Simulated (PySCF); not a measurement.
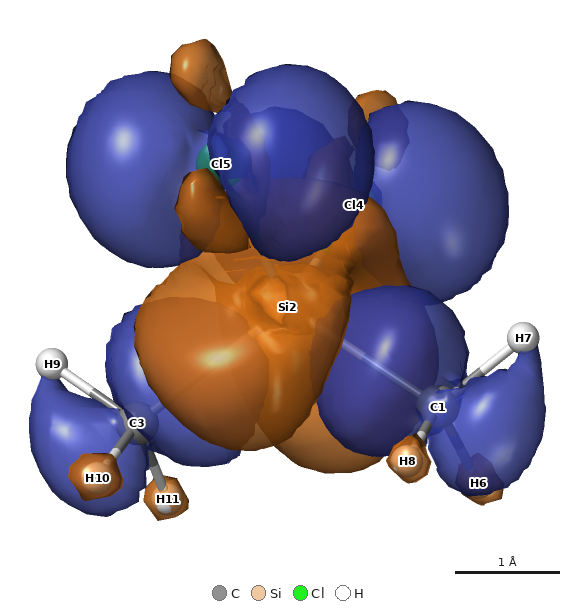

Figure 1: C$_{2}$H$_{6}$Cl$_{2}$Si, SMILES `C[Si](C)(Cl)Cl`. Unrelaxed difference density of S₃ less the ground state (TDA singlet states), ±0.01 e/Å³; orange: gain, blue: loss.

Method: ωB97X/6-311+G**; geometry: GFN2-xTB; program: PySCF. No frequency check shows the geometry to be a minimum. GFN2-xTB bond lengths at metals and heavier atoms can be off by up to 0.1 Å and shapes distorted, which carries into these values.

Input

```python
import numpy as np
from pyscf import gto, scf, dft, tdscf
from pyscf.scf import atom_ks, atom_hf
from scipy.linalg import block_diag

def solve(mol, dm0=None, hcore=None):
    mf = (dft.UKS if mol.spin else dft.RKS)(mol, xc='wb97x')
    mf.grids.level = 3
    mf = mf.density_fit(auxbasis='def2-universal-jkfit')
    mf.conv_tol, mf.max_cycle = 1e-8, 80
    if hcore is not None:
        mf.get_hcore = lambda *args: hcore
    mf.kernel(dm0)
    if not mf.converged:
        mf = mf.newton().run(mf.mo_coeff, mf.mo_occ, max_cycle=30)
    assert mf.converged, 'SCF not converged'
    return mf

mol = gto.M(atom='''
C     -0.00473    -1.36106    -1.58168
Si     0.00010    -0.30508    -0.00026
C      0.00540    -1.36275     1.57989
Cl    -1.64886     0.88468     0.00404
Cl     1.64840     0.88551    -0.00344
H     -0.88172    -1.99973    -1.62681
H     -0.01791    -0.73753    -2.47193
H      0.87229    -2.00323    -1.62736
H      0.01826    -0.74015     2.47081
H      0.88272    -2.00102     1.62434
H     -0.87127    -1.99752     1.63504
''', basis='6-311+g**', charge=0, spin=0, verbose=4)
mf = solve(mol)
td = mf.TDA()
td.nstates, td.singlet, td.conv_tol = 4, True, 1e-5
td.kernel()
td.analyze()
x, y = np.array([p[0] for p in td.xy]), np.array([p[1] + 0 * p[0] for p in td.xy])
f, mu = td.oscillator_strength(), td.transition_dipole()
nto = [td.get_nto(state=i + 1, verbose=4) for i in range(len(td.e))]
# spherically averaged free atoms, for the promolecule
atm = atom_ks.get_atm_nrks(mol, xc='wb97x')
pro = block_diag(*[(atm[a[0]][2] * atm[a[0]][3]) @ atm[a[0]][2].T for a in mol._atom])
np.savez('result.npz', e=td.e, f=f, ok=td.converged, w=[n[0] for n in nto], nto=[n[1] for n in nto], x=x, y=y, c=mf.mo_coeff, occ=mf.mo_occ, eps=mf.mo_energy, pro=pro, mu=mu)
```

Launched as:

```sh
OMP_NUM_THREADS=1 python input.py
```

The run took 8.5 min on 1 thread of Intel(R) Xeon(R) Platinum 8259CL CPU @ 2.50GHz (Skylake/Cascade Lake), on a shared host, peak memory 0.93 GiB.

Question: How does the charge move on excitation?

Answer: 0.71 e is displaced in all, of which about 0.3 e passes between atoms: Cl4 and Cl5 (0.09 e each) and C1 and C3 (0.04 e each) lose electrons and Si2 (0.22 e) gains them. The state: 8.61 eV (144 nm), f = 0.000 (dark), partly diffuse acceptor orbital; the leading pair carries 64 %; hole on Cl4 and Cl5 (31 % each), Si2 (11 %) and C1 and C3 (11 % each), electron on Si2 (34 %), Cl4 and Cl5 (21 % each) and C1 and C3 (6 % each) (atom shares of so diffuse an orbital are rough) (shares are of the whole state, not of the leading pair alone); their centroids lie 0.1 Å apart; S₂ and S₄ lie within 0.1 eV of it.
